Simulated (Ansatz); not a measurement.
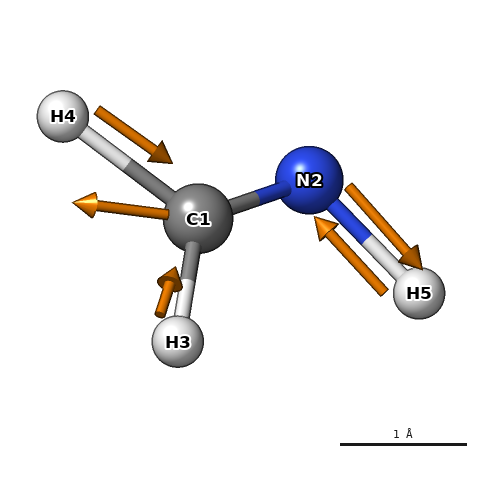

Arrows show the forces on the atoms, 0.2 Å of arrow for 1 eV/Å; forces under a tenth of the largest aren't drawn. Level of theory: SPW92 (LDA)/def2-TZVPP (Ansatz 0.2.0).

**Along which bond is the force strongest?**

N2–H5, now 1.258 Å: the forces pull its atoms together, so a first step downhill shortens it.

List the force components in the frame of the picture (x right, y up, z towards the viewer), in eV/Å.

```tsv
atom	Fx	Fy	Fz
C1	−3.84	0.49	1.14
N2	2.98	−3.35	0.73
H3	0.63	1.96	−1.35
H4	3.05	−2.17	−0.13
H5	−2.83	3.08	−0.40
```
